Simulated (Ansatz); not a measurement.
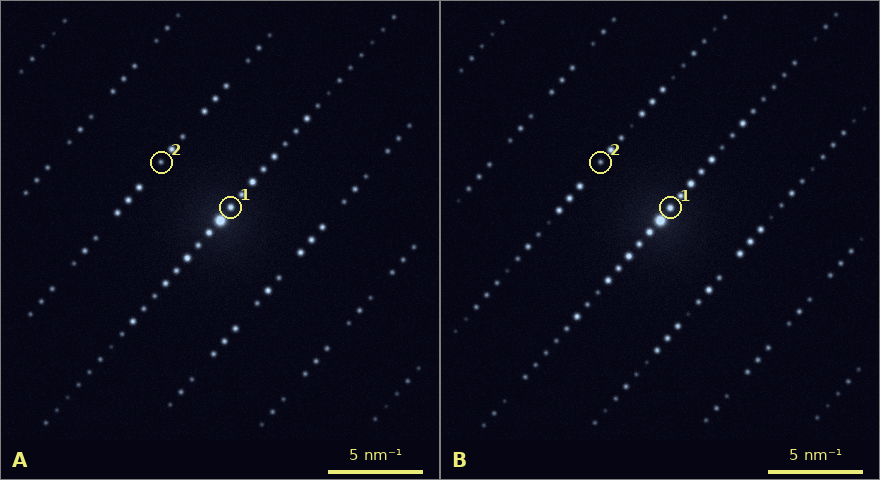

Kinematic electron diffraction patterns (120 kV, B = 0.5 Å², same scale) along [1-10] of the run's own cell, for the start and the end of one relaxation of Rh2C3 with Ansatz, DFT PBE, scalar-relativistic, plane waves, PAW. k mesh 18×18×18. The start is a generated model structure, and the relaxation ends in the nearest stationary point of its symmetry, not necessarily the ground state. Spot 1 is -1 -1 -1 and spot 2 is 0 0 -1 in both.

Start structure:

```yaml
crystal:
  lattice:
    - [1.31087, 0.75683, 11.20899]
    - [-1.31087, 0.75683, 11.20899]
    - [0.00000, -1.51367, 11.20899]
  atoms:
    - { symbol: Rh, position: [0.37544, 0.37544, 0.37544] }
    - { symbol: Rh, position: [0.62456, 0.62456, 0.62456] }
    - { symbol: C, position: [0.00000, 0.00000, 0.00000] }
    - { symbol: C, position: [0.16667, 0.16667, 0.16667] }
    - { symbol: C, position: [0.83333, 0.83333, 0.83333] }
```

Q: Which pattern belongs to the start structure, and which to the relaxed one?

A: A is the start: its cell gives d(1) = 11.209 Å, d(2) = 2.265 Å and an angle of 86.1°. B is the relaxed structure, with d(1) = 11.766 Å (+5.0 %), d(2) = 2.259 Å (-0.3 %) and 86.3°.

Q: Name reflections whose intensity changes strongly on relaxation.

A: 9 9 9 goes from 5.8 to 13 % of the strongest spot; 6 6 6 goes from 9.3 to 4.1 % of the strongest spot; 8 8 7 goes from 3.7 to 8.1 % of the strongest spot.

Q: Summarise the relaxation behind the change.

A: The volume changed by +4.3 % to 13.92 Å³ an atom; with the mean shift removed, the atoms moved by up to 0.06 Å relative to the cell (Rh most); the space group stayed R-3m (No. 166); the free energy fell by 1.3 meV an atom. Relaxed cell: a = 11.862 Å, b = 11.862 Å, c = 11.862 Å, α = 12.65°, β = 12.65°, γ = 12.65°.
